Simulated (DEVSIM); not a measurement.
System: abrupt Si n-p junction, at 300 K.

| layer (left to right) | material | thickness (μm) | Nd (cm⁻³) | Na (cm⁻³) | τn (s) | τp (s) |
|---|---|---|---|---|---|---|
| 1 | Si | 65.0 | 3.1e16 | - | 1.7e-5 | 1.7e-5 |
| 2 | Si | 160 | - | 1.1e16 | 1.7e-5 | 1.7e-5 |

Left contact: ohmic. Right contact: ohmic. Voltage is applied to the left contact. Recombination: SRH at mid-gap, Auger. Mobility is constant in doping.

This is a model device: material constants are rounded textbook-type values typed into the input, and sizes, dopings and lifetimes were drawn at random. Values at 300 K.

| parameter | Si |
|---|---|
| gap (eV) | 1.124 |
| affinity (eV) | 4.05 |
| permittivity | 11.7 |
| Nc (cm⁻³) | 2.86e19 |
| Nv (cm⁻³) | 3.1e19 |
| μn (cm²/Vs) | 1417 |
| μp (cm²/Vs) | 470 |
| Cn (cm⁶/s) | 2.8e-31 |
| Cp (cm⁶/s) | 9.9e-32 |

Model (solved in DEVSIM): 1D drift-diffusion, Boltzmann statistics, complete ionisation; no tunnelling, impact ionisation, image-force lowering or self-heating.

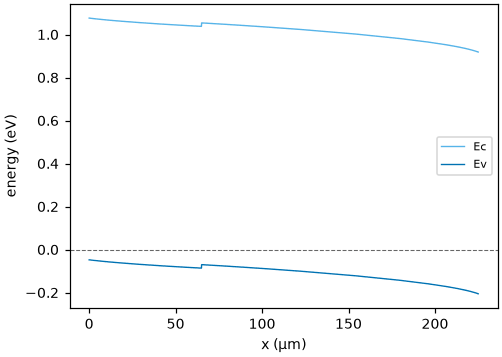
Figure: Band edges at -0.9 V on the left contact

Energies count from the Fermi level of the right contact; mesh points crowd at the junctions.

```csv
x (μm),Ec (eV),Ev (eV),n (cm⁻³),p (cm⁻³),field (V/cm)
0.000,1.077,-0.048,3.1e16,3700,≈ 0
0.06827,1.076,-0.048,3.1e16,3.7e13,≈ 0
0.3164,1.076,-0.048,3.1e16,1.7e14,≈ 0
1.284,1.075,-0.049,3.2e16,6.9e14,≈ 0
7.849,1.070,-0.054,3.5e16,3.8e15,≈ 0
29.02,1.056,-0.068,4.2e16,1.1e16,≈ 0
55.46,1.042,-0.082,4.9e16,1.8e16,≈ 0
63.44,1.039,-0.085,5.1e16,2.0e16,≈ 0
64.59,1.038,-0.086,5.2e16,2.1e16,≈ 0
64.91,1.038,-0.086,5.2e16,2.1e16,13
65.00,1.044,-0.080,4.1e16,2.6e16,3800
65.09,1.054,-0.070,2.8e16,3.9e16,14
65.41,1.054,-0.070,2.8e16,3.9e16,≈ 0
66.65,1.053,-0.071,2.7e16,3.8e16,≈ 0
74.65,1.050,-0.075,2.6e16,3.7e16,≈ 0
102.2,1.035,-0.089,2.3e16,3.4e16,≈ 0
179.8,0.981,-0.143,1.2e16,2.3e16,≈ 0
212.8,0.943,-0.181,4.9e15,1.6e16,-16
223.0,0.924,-0.200,1.1e15,1.2e16,-25
224.5,0.920,-0.204,2.9e14,1.1e16,-28
224.9,0.919,-0.205,7.1e13,1.1e16,-29
225.0,0.919,-0.205,11000,1.1e16,-29
```
